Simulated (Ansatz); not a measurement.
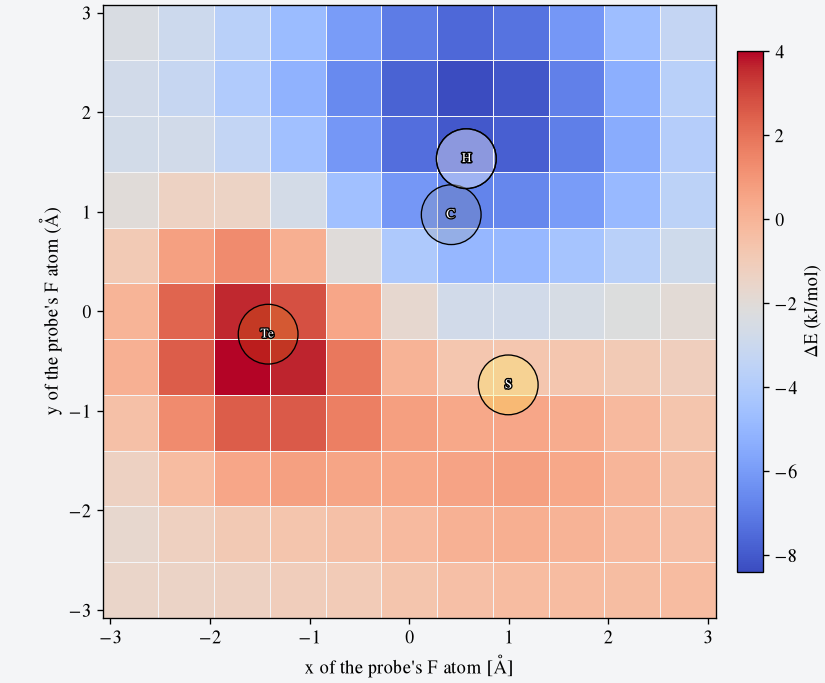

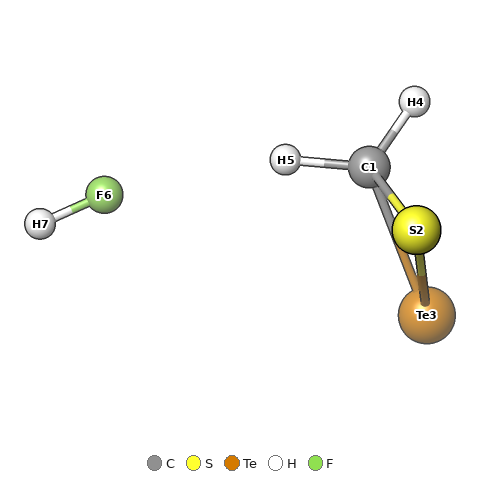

Energy landscape of CH₂STe (SMILES C1S[Te]1) with the probe HF. The probe is moved over a plane parallel to the molecule's main plane, 3.24 Å above it. First axis: x of the probe's F atom. Second axis: y of the probe's F atom. Nothing is relaxed (molecule and probe rigid, the probe upright with F nearest the plane). Grid: 11 × 11 points. Points are written as (first, second). All energies are given in kJ/mol relative to molecule and probe far apart, each relaxed in its own basis (no counterpoise correction). Theory: Ansatz, RKS PBE-D4/def2-SVPD.

In the figure: one coloured cell a grid point, labelled circles for the molecule's atoms, projected on the plane. The second picture is the structure at the lowest point.

Q: Where are the wells?

A: The lowest grid point is at (0.56 Å, 2.24 Å), −8.4 kJ/mol from molecule and probe far apart, each relaxed in its own basis (no counterpoise correction). No other kind of well shows on this grid. The highest grid point, (−1.68 Å, −0.56 Å), lies 12.4 kJ/mol above the lowest. Near the minimum the curvatures are about 0.034 and 0.04 eV/Å² along the soft and the stiff direction.

Grid values (kJ/mol):

| y of the probe's F atom ↓, x of the probe's F atom → | −2.80 | −2.24 | −1.68 | −1.12 | −0.56 | 0.00 | 0.56 | 1.12 | 1.68 | 2.24 | 2.80 |
| --- | --- | --- | --- | --- | --- | --- | --- | --- | --- | --- | --- |
| 2.80 | −2.4 | −2.9 | −3.7 | −4.8 | −6.0 | −7.0 | −7.6 | −7.2 | −6.1 | −4.7 | −3.3 |
| 2.24 | −2.7 | −3.2 | −4.0 | −5.2 | −6.6 | −7.7 | −8.4 | −8.1 | −6.9 | −5.3 | −3.7 |
| 1.68 | −2.7 | −2.8 | −3.3 | −4.6 | −6.1 | −7.4 | −8.1 | −7.9 | −6.9 | −5.4 | −3.8 |
| 1.12 | −2.0 | −1.4 | −1.4 | −2.7 | −4.6 | −6.1 | −6.8 | −6.7 | −6.0 | −4.9 | −3.6 |
| 0.56 | −0.9 | 0.7 | 1.3 | 0.2 | −2.1 | −4.1 | −5.0 | −4.9 | −4.4 | −3.7 | −2.8 |
| 0.00 | 0.0 | 2.3 | 3.6 | 2.8 | 0.5 | −1.7 | −2.8 | −2.8 | −2.5 | −2.2 | −1.9 |
| −0.56 | 0.1 | 2.5 | 4.0 | 3.7 | 1.9 | 0.1 | −0.7 | −0.7 | −0.7 | −0.9 | −1.1 |
| −1.12 | −0.5 | 1.3 | 2.6 | 2.6 | 1.7 | 0.8 | 0.5 | 0.5 | 0.3 | −0.2 | −0.7 |
| −1.68 | −1.3 | −0.3 | 0.5 | 0.7 | 0.5 | 0.4 | 0.6 | 0.7 | 0.5 | 0.0 | −0.5 |
| −2.24 | −1.7 | −1.2 | −0.9 | −0.7 | −0.5 | −0.2 | 0.1 | 0.2 | 0.1 | −0.2 | −0.4 |
| −2.80 | −1.6 | −1.4 | −1.3 | −1.1 | −0.9 | −0.7 | −0.4 | −0.3 | −0.3 | −0.3 | −0.3 |

Each point was launched as `ansatz run input.yaml --threads 1 --pin off --max-ram 2560MiB --backend cpu --events-out ev --progress --plain --runs-dir out`. Time for the 121 points that were run: 12 min on 1 thread of Arm Neoverse V1 (shared host).
